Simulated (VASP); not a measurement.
# A VASP study of GaSb2 (BEEF-vdW): structure first, properties next, part 3 of 4

Wanted: the relaxed cell of GaSb2 and its properties. The cell is invented: other elements were put on sites of a known structure type. It may not be a known or stable phase. The atoms of the start are displaced at random from the sites of a P6/mmm cell.

VASP 6.6.1; BEEF-vdW; plane waves and PAW (Ga_d, Sb); invented cell.

Still holding for the runs below: This run has no spin polarisation. Its electron count is odd, so without a moment it is a metal by construction.

So far. Step 3 (Full relaxation (BEEF-vdW)): It ends with a largest force of 0.006 eV/Å and a pressure of 0.01 GPa. Step 4 (Second relaxation): It ends with a largest force of 0.004 eV/Å and a pressure of 0.02 GPa.

## Step 5: Density, ELF and potential (BEEF-vdW)

A single point on the relaxed cell gives a clean self-consistent state, with density, ELF and potential written out.

Input file INCAR:

```
SYSTEM = GaSb2
PREC = Accurate
ENCUT = 400
EDIFF = 1E-06
NELM = 100
ISMEAR = -1
SIGMA = 0.05
LREAL = .FALSE.
ALGO = Normal
GGA = BF
LUSE_VDW = .TRUE.
ZAB_VDW = -1.8867
LASPH = .TRUE.
NBANDS = 17
LORBIT = 11
LWAVE = .FALSE.
LCHARG = .TRUE.
ISIF = 2
LELF = .TRUE.
LVHAR = .TRUE.
```

Input file POSCAR:

```
GaSb2
1.0
    4.7523460363     -2.7425001202     -0.0001277877
    4.7523460363      2.7425001202     -0.0001277877
   -0.0076406175      0.0000000000      3.1310997771
Ga Sb
1 2
Direct
    0.9988045654      0.9988045654      0.0030211245
    0.3318426705      0.3318426705      0.4988964466
    0.6651704521      0.6651704521      0.5018464289
```

Input file KPOINTS:

```
Automatic mesh
0
Gamma
5 5 7
0 0 0
```

The projector-augmented-wave data sets are Ga_d and Sb (PBE family, release 64).

On the command line:

```bash
$ mpirun -np 1 vasp_std
```

The log of the run:

```text
[... set-up lines as in an earlier step ...]
 entering main loop
       N       E                     dE             d eps       ncg     rms          rms(c)
DAV:   1     0.105178608079E+03    0.10518E+03   -0.89888E+03  1876   0.126E+03
DAV:   2     0.420204616095E+01   -0.10098E+03   -0.99018E+02  2173   0.264E+02
DAV:   3    -0.316279801496E+01   -0.73648E+01   -0.72844E+01  2298   0.688E+01
DAV:   4    -0.332317880113E+01   -0.16038E+00   -0.15943E+00  2139   0.101E+01
DAV:   5    -0.332698726415E+01   -0.38085E-02   -0.38075E-02  2577   0.153E+00    0.230E+00
DAV:   6    -0.332678933056E+01    0.19793E-03   -0.24891E-02  2150   0.193E+00    0.133E+00
DAV:   7    -0.333198943256E+01   -0.52001E-02   -0.14605E-02  1984   0.116E+00    0.113E-01
DAV:   8    -0.333233781740E+01   -0.34838E-03   -0.12900E-03  2299   0.434E-01    0.754E-02
DAV:   9    -0.333248718625E+01   -0.14937E-03   -0.22590E-04  1951   0.113E-01    0.156E-02
DAV:  10    -0.333250572727E+01   -0.18541E-04   -0.36767E-05  2023   0.455E-02    0.105E-02
DAV:  11    -0.333250550377E+01    0.22350E-06   -0.25450E-06  1917   0.144E-02
   1 F= -.33325055E+01 E0= -.33246474E+01  d E =-.157162E-01
```

It took 78 s on 1 MPI rank of AMD EPYC 7R43, shared host; peak memory 0.34 GiB.

OUTCAR, selected parts (step 5):

```text
   NELECT =      23.0000    total number of electrons

 E-fermi :   6.3235

 k-point     1 :       0.0000    0.0000    0.0000
  band No.  band energies     occupation
    ...
      8       1.1268      2.00000
      9       2.7105      2.00000
     10       2.7106      2.00000
     11       4.1854      2.00000
     12       4.1861      2.00000
     13       9.5679      0.00000
     14      12.5292      0.00000
     15      12.5354      0.00000
     16      12.7004      0.00000
     17      13.2761      0.00000

Total vdW correction in eV:      4.6161117

  Total       -0.0104445     -0.0033533      0.0006228      0.0000000      0.0000000     -0.0021631
  in kB       -0.2050298     -0.0658268      0.0122251      0.0000000      0.0000000     -0.0424631
  external PRESSURE =      -0.0862105 kB  Pullay stress =       0.0000000 kB

 POSITION                                       TOTAL-FORCE (eV/Angst)
 -----------------------------------------------------------------------------------
      9.49331      0.00000      0.00920        -0.004399      0.000000     -0.000101
      3.15025      0.00000      1.56201         0.003294      0.000000      0.002820
      6.31841      0.00000      1.57116         0.001105      0.000000     -0.002719
 -----------------------------------------------------------------------------------
    total drift:                               -0.000858      0.000000      0.000104

  FREE ENERGIE OF THE ION-ELECTRON SYSTEM (eV)
  ---------------------------------------------------
  free  energy   TOTEN  =        -3.3325055038 eV

  energy  without entropy=       -3.3167892939  energy(sigma->0) =       -3.32464740

Total vdW correction in eV:      4.6160921

[... 7 parts as in an earlier step ...]

[... 10 further parts left out ...]
```

This step gave:

* SCF cycles: 11
* pressure: -0.008621 GPa

Valence electrons inside each PAW sphere by angular momentum. Sphere charges, by row:

| atom | s (e) | p (e) | d (e) | tot (e) |
| --- | --- | --- | --- | --- |
| Ga1 | 1.167 | 0.354 | 9.936 | 11.46 |
| Sb2 | 1.241 | 1.087 | 0.035 | 2.363 |
| Sb3 | 1.241 | 1.087 | 0.035 | 2.363 |

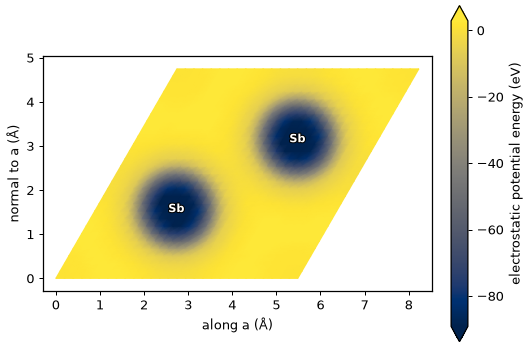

Electrostatic potential energy in the ab plane of the cell as run, not the conventional one, at fractional z = 0.499, with atoms of Sb within 0.2 Å of it. With pseudopotentials it is smooth inside the atoms' cores, unlike the true potential.

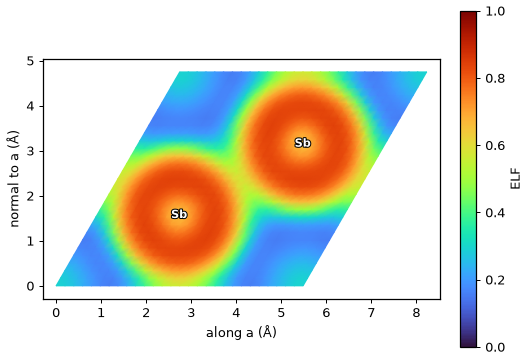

ELF in the ab plane of the cell as run, not the conventional one, at fractional z = 0.499, with atoms of Sb within 0.2 Å of it. It is the smooth field of the valence electrons, not physical close to the nuclei.

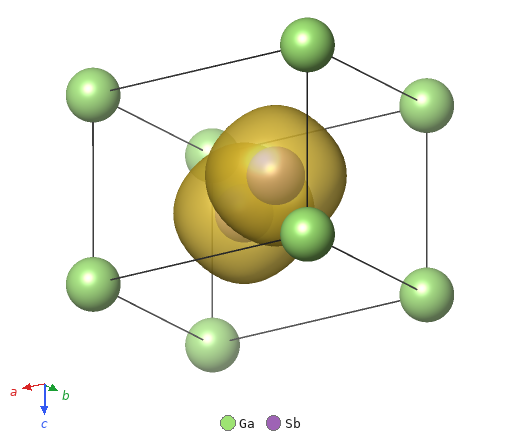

Surface of ELF = 0.76. Drawn on the cell as run, not the conventional one.

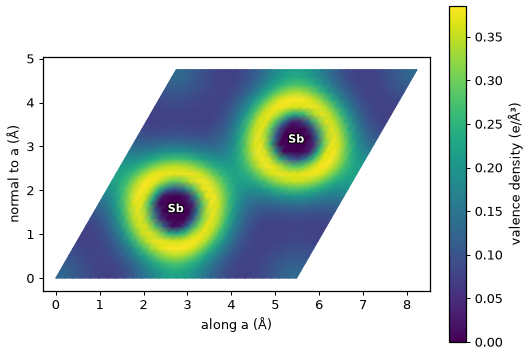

Valence density in the ab plane of the cell as run, not the conventional one, at fractional z = 0.499, with atoms of Sb within 0.2 Å of it. It is the smooth field of the valence electrons, not physical close to the nuclei.

In this run the pressure is -0.01 GPa, small enough to go on.

## Step 6: Bands along the symmetry lines (BEEF-vdW)

Levels along the symmetry lines show where the bands peak and cross; KPOINTS_OPT computes them in the converged potential.

INCAR: that of step 5 with these lines changed.

```diff
@@ -13,8 +13,5 @@
 LASPH = .TRUE.
-NBANDS = 17
+NBANDS = 24
 LORBIT = 11
 LWAVE = .FALSE.
-LCHARG = .TRUE.
-ISIF = 2
-LELF = .TRUE.
-LVHAR = .TRUE.
+LCHARG = .FALSE.
```

POSCAR is that of step 5.

KPOINTS is that of step 5.

Input file KPOINTS_OPT:

```
Line mode
16
Line-mode
Reciprocal
  0.00000000   0.00000000   0.00000000 GAMMA
  0.49853769   0.49853769  -0.60948257 Y

  0.49853769   0.49853769  -0.60948257 Y
 -0.00174763  -0.00174763  -0.71734159 F

 -0.00174763  -0.00174763  -0.71734159 F
  0.50000000   0.50000000  -0.50000000 L

  0.50000000   0.50000000  -0.50000000 L
  0.66736669   0.33263331  -0.50000000 I

  0.33263331  -0.33263331   0.50000000 I1
  0.00000000   0.00000000   0.50000000 Z

  0.00000000   0.00000000   0.50000000 Z
  0.99882300   0.99882300   0.49837644 H

  0.99882300   0.99882300   0.49837644 H
  1.00174763   1.00174763  -0.28265841 F1

  0.00117700  -0.99882300  -0.49837644 H1
  0.50146231  -0.49853769  -0.39051743 Y1

  0.50146231  -0.49853769  -0.39051743 Y1
  0.50000000  -0.50000000   0.00000000 X

  0.50000000  -0.50000000   0.00000000 X
  0.00000000   0.00000000   0.00000000 GAMMA

  0.00000000   0.00000000   0.00000000 GAMMA
  0.50000000   0.00000000  -0.50000000 N

  0.50000000   0.00000000   0.00000000 M
  0.00000000   0.00000000   0.00000000 GAMMA
```

On the command line:

```bash
$ mpirun -np 1 vasp_std
```

The log of the run:

```text
[... set-up lines as in an earlier step ...]
 entering main loop
       N       E                     dE             d eps       ncg     rms          rms(c)
DAV:   1     0.125177147724E+03    0.12518E+03   -0.83968E+03  2744   0.890E+02
DAV:   2     0.864995992168E+01   -0.11653E+03   -0.11162E+03  2784   0.265E+02
DAV:   3    -0.306112330941E+01   -0.11711E+02   -0.11614E+02  3240   0.631E+01
DAV:   4    -0.332162014567E+01   -0.26050E+00   -0.26028E+00  3088   0.104E+01
DAV:   5    -0.332683442731E+01   -0.52143E-02   -0.52140E-02  3320   0.144E+00    0.233E+00
DAV:   6    -0.332676360400E+01    0.70823E-04   -0.23991E-02  3536   0.143E+00    0.132E+00
DAV:   7    -0.333190776674E+01   -0.51442E-02   -0.12748E-02  3168   0.786E-01    0.122E-01
DAV:   8    -0.333234588005E+01   -0.43811E-03   -0.11257E-03  3600   0.295E-01    0.798E-02
DAV:   9    -0.333248547487E+01   -0.13959E-03   -0.18212E-04  3048   0.803E-02    0.183E-02
DAV:  10    -0.333250586915E+01   -0.20394E-04   -0.38315E-05  3240   0.397E-02    0.128E-02
DAV:  11    -0.333250542100E+01    0.44815E-06   -0.23136E-06  3104   0.846E-03
   1 F= -.33325054E+01 E0= -.33246475E+01  d E =-.157159E-01
 Start KPOINTS_OPT (optional k-point list driver)
k-point batch [1-54\192]
       N       E                     dE             ncg
DAV:   1     0.287415190685E+04   -0.28680E+05     2768
DAV:   2    -0.321518817655E+04   -0.60893E+04     2776
DAV:   3    -0.383812839146E+04   -0.62294E+03     3176
DAV:   4    -0.385215706035E+04   -0.14029E+02     2936
DAV:   5    -0.385245858620E+04   -0.30153E+00     3360
DAV:   6    -0.385247420463E+04   -0.15618E-01     3688
DAV:   7    -0.385247427837E+04   -0.73732E-04     3408
DAV:   8    -0.385247427902E+04   -0.65298E-06     2192
[...]
k-point batch [163-192\192]
       N       E                     dE             ncg
DAV:   1     0.739006949954E+04   -0.78914E+04     1552
DAV:   2     0.395671783033E+04   -0.34334E+04     1552
DAV:   3     0.360128874498E+04   -0.35543E+03     1888
DAV:   4     0.359356302744E+04   -0.77257E+01     1712
DAV:   5     0.359341837103E+04   -0.14466E+00     1920
DAV:   6     0.359341165261E+04   -0.67184E-02     2096
DAV:   7     0.359341163170E+04   -0.20908E-04     1936
DAV:   8     0.359341163144E+04   -0.26555E-06     1368
```

Wall time 3.7 min (1 MPI rank); peak memory 0.35 GiB.

Parts of OUTCAR (step 6):

```text
   k-points           NKPTS =     54   k-points in BZ     NKDIM =     54   number of bands    NBANDS=     24

   NELECT =      23.0000    total number of electrons

 E-fermi :   6.3235

 k-point     1 :       0.0000    0.0000    0.0000
  band No.  band energies     occupation
    ...
      8       1.1268      2.00000
      9       2.7105      2.00000
     10       2.7106      2.00000
     11       4.1854      2.00000
     12       4.1861      2.00000
     13       9.5679      0.00000
     14      12.5291      0.00000
     15      12.5354      0.00000
     16      12.7004      0.00000
     17      13.2761      0.00000
    ...

Total vdW correction in eV:      4.6161159

  Total       -0.0046236      0.0024645      0.0064621      0.0000000      0.0000000     -0.0021625
  in kB       -0.0907626      0.0483785      0.1268545      0.0000000      0.0000000     -0.0424503
  external PRESSURE =       0.0281568 kB  Pullay stress =       0.0000000 kB

 POSITION                                       TOTAL-FORCE (eV/Angst)
 -----------------------------------------------------------------------------------
      9.49331      0.00000      0.00920        -0.004400      0.000000     -0.000102
      3.15025      0.00000      1.56201         0.003294      0.000000      0.002821
      6.31841      0.00000      1.57116         0.001106      0.000000     -0.002719
 -----------------------------------------------------------------------------------
    total drift:                               -0.000859      0.000000      0.000104

  FREE ENERGIE OF THE ION-ELECTRON SYSTEM (eV)
  ---------------------------------------------------
  free  energy   TOTEN  =        -3.3325054210 eV

  energy  without entropy=       -3.3167895584  energy(sigma->0) =       -3.32464749

Total vdW correction in eV:      4.6160929

[... 8 parts as in an earlier step ...]

[... 8 further parts left out ...]
```

Spin-orbit coupling is off here; with elements this heavy it splits and shifts levels by tenths of an eV or more. The path was typed for another setting of this lattice: F, F1, H, H1, X, Y and Y1 lie outside the first zone, so these labels don't mark the standard points and true extrema may be missed.

Numbers from this step:

```
bands    : 24
pressure : 0.002816 GPa
```

The electronic bands at the labelled points (eV, zero at the Fermi level; # counts the bands kept, so #1 is VASP's band 6):

| point | #4 | #5 | #6 | #7 | #8 | #9 | #10 | #11 |
| --- | --- | --- | --- | --- | --- | --- | --- | --- |
| Γ | -3.61 | -3.61 | -2.14 | -2.14 | 3.24 | 6.21 | 6.21 | 6.38 |
| Y | -3.66 | -2.77 | -2.74 | -0.88 | 1.78 | 2.13 | 2.25 | 3.35 |
| F | -2.62 | -2.62 | -2.14 | -0.89 | -0.89 | 0.86 | 3.19 | 4.94 |
| L | -4.47 | -2.66 | -2.28 | -2.28 | 1.14 | 2.39 | 2.90 | 3.75 |
| I | -4.10 | -3.95 | -3.61 | 1.00 | 1.02 | 1.14 | 2.94 | 2.96 |
| jump to I1 | -4.10 | -3.95 | -3.61 | 1.00 | 1.02 | 1.14 | 2.94 | 2.96 |
| Z | -2.21 | -1.71 | -1.60 | -1.60 | -0.11 | 1.32 | 1.32 | 1.98 |
| H | -2.21 | -1.71 | -1.60 | -1.60 | -0.11 | 1.32 | 1.32 | 1.98 |
| F1 | -2.62 | -2.62 | -2.14 | -0.89 | -0.89 | 0.86 | 3.19 | 4.94 |
| jump to H1 | -2.21 | -1.71 | -1.60 | -1.60 | -0.11 | 1.32 | 1.32 | 1.98 |
| Y1 | -3.66 | -2.77 | -2.74 | -0.88 | 1.78 | 2.13 | 2.25 | 3.35 |
| X | -4.73 | -0.46 | 0.21 | 1.57 | 2.54 | 3.32 | 4.26 | 5.02 |
| Γ | -3.61 | -3.61 | -2.14 | -2.14 | 3.24 | 6.21 | 6.21 | 6.38 |
| N | -4.47 | -2.67 | -2.29 | -2.28 | 1.13 | 2.39 | 2.91 | 3.75 |
| jump to M | -4.73 | -0.46 | 0.21 | 1.57 | 2.54 | 3.33 | 4.26 | 5.02 |
| Γ | -3.61 | -3.61 | -2.14 | -2.14 | 3.24 | 6.21 | 6.21 | 6.38 |

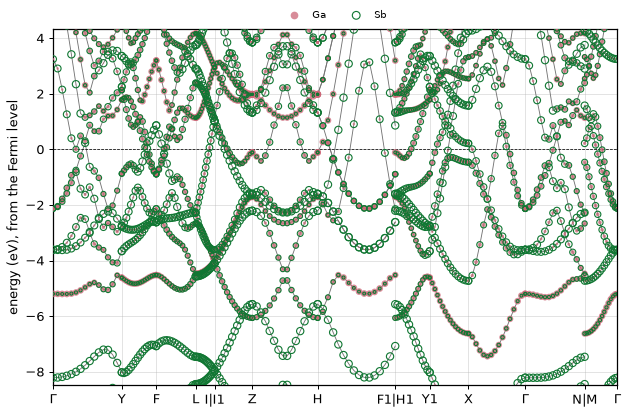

Electronic bands along the path; dots are coloured as in the legend, and their area grows with the weight.

There is no gap at this level.

## Step 7: Density of states (BEEF-vdW)

Here the states are counted by energy and projected on the atoms. The mesh is finer than in the run before.

INCAR: that of step 6 with these lines changed.

```diff
@@ -5,3 +5,3 @@
 NELM = 100
-ISMEAR = -1
+ISMEAR = -5
 SIGMA = 0.05
@@ -17 +17,2 @@
 LCHARG = .FALSE.
+NEDOS = 2001
```

POSCAR is that of step 6.

Input file KPOINTS:

```
Automatic mesh
0
Gamma
7 7 11
0 0 0
```

On the command line:

```bash
$ mpirun -np 1 vasp_std
```

The log of the run:

```text
[... set-up lines as in an earlier step ...]
 entering main loop
       N       E                     dE             d eps       ncg     rms          rms(c)
DAV:   1     0.127225120040E+03    0.12723E+03   -0.83684E+03  8016   0.890E+02
DAV:   2     0.912084936457E+01   -0.11810E+03   -0.11320E+03  8056   0.273E+02
DAV:   3    -0.296621313162E+01   -0.12087E+02   -0.11995E+02  9424   0.638E+01
DAV:   4    -0.324160518658E+01   -0.27539E+00   -0.27516E+00  8720   0.106E+01
DAV:   5    -0.324711337449E+01   -0.55082E-02   -0.55159E-02  9832   0.148E+00    0.233E+00
DAV:   6    -0.324760130030E+01   -0.48793E-03   -0.22623E-02  9784   0.131E+00    0.130E+00
DAV:   7    -0.325350030284E+01   -0.58990E-02   -0.14234E-02  9280   0.826E-01    0.128E-01
DAV:   8    -0.325374687674E+01   -0.24657E-03   -0.17773E-03 10056   0.339E-01    0.597E-02
DAV:   9    -0.325374338798E+01    0.34888E-05   -0.97619E-05  9248   0.509E-02    0.333E-02
DAV:  10    -0.325377227227E+01   -0.28884E-04   -0.69396E-05  8848   0.375E-02    0.126E-02
DAV:  11    -0.325377815368E+01   -0.58814E-05   -0.14451E-04  9096   0.238E-02    0.943E-03
DAV:  12    -0.325378806175E+01   -0.99081E-05   -0.53005E-06  8896   0.130E-02    0.585E-03
DAV:  13    -0.325378408854E+01    0.39732E-05   -0.15023E-06  7960   0.674E-03    0.364E-03
DAV:  14    -0.325378347779E+01    0.61075E-06   -0.70849E-07  5376   0.418E-03
   1 F= -.32537835E+01 E0= -.32537835E+01  d E =0.000000E+00
 -----------------------------------------------------------------------------
|                                                                             |
|           W    W    AA    RRRRR   N    N  II  N    N   GGGG   !!!           |
|           W    W   A  A   R    R  NN   N  II  NN   N  G    G  !!!           |
|           W    W  A    A  R    R  N N  N  II  N N  N  G       !!!           |
|           W WW W  AAAAAA  RRRRR   N  N N  II  N  N N  G  GGG   !            |
|           WW  WW  A    A  R   R   N   NN  II  N   NN  G    G                |
|           W    W  A    A  R    R  N    N  II  N    N   GGGG   !!!           |
|                                                                             |
|     Tetrahedron method does not include variations of the Fermi             |
|     occupations, so forces and stress will be inaccurate. We suggest        |
|     using a different smearing scheme ISMEAR = 1 or 2 for metals in         |
|     relaxations.                                                            |
|                                                                             |
 -----------------------------------------------------------------------------
```

It took 4 min on 1 MPI rank; peak memory 0.46 GiB.

From OUTCAR (step 7):

```text
   k-points           NKPTS =    156   k-points in BZ     NKDIM =    156   number of bands    NBANDS=     24

   NELECT =      23.0000    total number of electrons

 E-fermi :   6.4463

 k-point     1 :       0.0000    0.0000    0.0000
  band No.  band energies     occupation
    ...
      8       1.0775      2.00000
      9       2.7263      2.00000
     10       2.7268      2.00000
     11       4.1741      2.00000
     12       4.1741      2.00000
     13       9.5911      0.00000
     14      12.5238      0.00000
     15      12.5292      0.00000
     16      12.7450      0.00000
     17      13.2974      0.00000
    ...

Total vdW correction in eV:      4.6173716

  Total       -0.2549730     -0.2638570      0.7526865      0.0000000      0.0000000     -0.0490430
  in kB       -5.0052201     -5.1796160     14.7755312      0.0000000      0.0000000     -0.9627336
  external PRESSURE =       1.5302317 kB  Pullay stress =       0.0000000 kB

 POSITION                                       TOTAL-FORCE (eV/Angst)
 -----------------------------------------------------------------------------------
      9.49331      0.00000      0.00920        -0.001605      0.000000     -0.000616
      3.15025      0.00000      1.56201        -0.008257      0.000000      0.004046
      6.31841      0.00000      1.57116         0.009862      0.000000     -0.003431
 -----------------------------------------------------------------------------------
    total drift:                               -0.000774      0.000000      0.000277

  FREE ENERGIE OF THE ION-ELECTRON SYSTEM (eV)
  ---------------------------------------------------
  free  energy   TOTEN  =        -3.2537834778 eV

  energy  without entropy=       -3.2537834778  energy(sigma->0) =       -3.25378348

Total vdW correction in eV:      4.6173737

[... 6 parts as in an earlier step ...]

[... 10 further parts left out ...]
```

With tetrahedra the forces and stress of a metal are not exact derivatives of the energy.

Numbers from this step:

```
SCF cycles             : 14
irreducible k-points   : 156
free energy (TOTEN)    : -3.254 eV
Fermi energy           : 6.446 eV
pressure               : 0.1530 GPa
DOS at the Fermi level : 1.640 states/eV/cell
```

The density of states has structure finer than the step of the table below, so its rows give means over 1 eV, whole bins alone (the curve runs from -12.0 to 7.35 eV). Peaks (eV: height): total 1.9: 2.53, 2.6: 2.81, 3.1: 3.35, 4.1: 3.03; Sb p -2.4: 0.741, 3.1: 0.909, 3.4: 0.756, 4.2: 0.873; Ga p 1.8: 0.391, 2.6: 0.525, 3.1: 0.547, 4.1: 0.663; Ga s -5.1: 0.524, -4.7: 0.212, -2.4: 0.166; Sb s -11.0: 0.492, -9.5: 0.692, -7.8: 0.423, -1.1: 0.144.

States under -12.0 eV and over 7.3 eV are left out. Table of density of states by energy, zero at the Fermi level; means over each step; values in states/eV/cell:

| energy (eV) | total | Sb p | Ga p | Ga s | Sb s | Sb d |
| --- | --- | --- | --- | --- | --- | --- |
| -11 | 0.787 | 0.0107 | 0.00344 | 0.0122 | 0.378 | 3.9e-4 |
| -10 | 0.959 | 0.0216 | 0.00377 | 0.0100 | 0.487 | 0.001 |
| -9 | 1.11 | 0.0283 | 0.00302 | 0.00589 | 0.607 | 0.00206 |
| -8 | 0.619 | 0.0214 | 0.00107 | 0.00239 | 0.358 | 9.0e-4 |
| -7 | 0.748 | 0.0375 | 0.00342 | 0.174 | 0.199 | 0.00142 |
| -6 | 0.807 | 0.0461 | 0.0102 | 0.289 | 0.0824 | 0.00214 |
| -5 | 0.834 | 0.0782 | 0.0128 | 0.291 | 0.0444 | 0.00271 |
| -4 | 1.10 | 0.294 | 0.0384 | 0.0612 | 0.0186 | 0.00475 |
| -3 | 1.87 | 0.521 | 0.0619 | 0.136 | 0.0437 | 0.0103 |
| -2 | 1.79 | 0.534 | 0.0599 | 0.0995 | 0.0602 | 0.0149 |
| -1 | 1.46 | 0.406 | 0.0811 | 0.0663 | 0.0791 | 0.0176 |
| 0 | 1.66 | 0.435 | 0.148 | 0.0464 | 0.0739 | 0.0287 |
| 1 | 1.68 | 0.432 | 0.177 | 0.0419 | 0.0558 | 0.0378 |
| 2 | 1.93 | 0.466 | 0.290 | 0.0214 | 0.0488 | 0.0503 |
| 3 | 2.55 | 0.645 | 0.443 | 0.0234 | 0.0418 | 0.0720 |
| 4 | 2.42 | 0.652 | 0.497 | 0.0207 | 0.0223 | 0.0632 |
| 5 | 1.08 | 0.278 | 0.206 | 0.0106 | 0.00694 | 0.0477 |
| 6 | 1.25 | 0.121 | 0.181 | 0.0202 | 0.00503 | 0.138 |

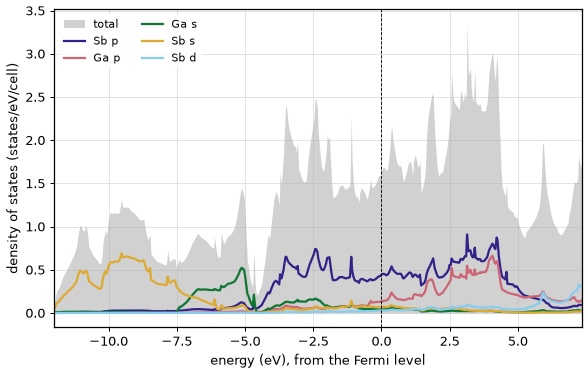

Density of states, plotted against energy.

The finer mesh and the other smearing move the Fermi level by +0.12 eV from the 5×5×7 run, one measure of the sampling error in the zero of the bands above. Of the states within 0.3 eV of the Fermi level, the largest shares in the PAW spheres are Sb p 27 % and Ga p 9 %. The rest lies in smaller channels or between the spheres.

(Continued in part 4 of 4.)

[Lines on the potential files, build, host, timing and source positions are cut from VASP's logs without a mark.]

[Logs are printed without paths, hosts, clocks, repeated set-up lines and the standing remarks that a program may print on its own settings, such as how far it seeks lower states.]

[Hosts, paths, dates, database ids (printed as entryN), source tags and the programs' standing remarks are cut or masked in the printed files.]

[A measured line is paired with the nearest computed mode of its activity, which favours agreement.]
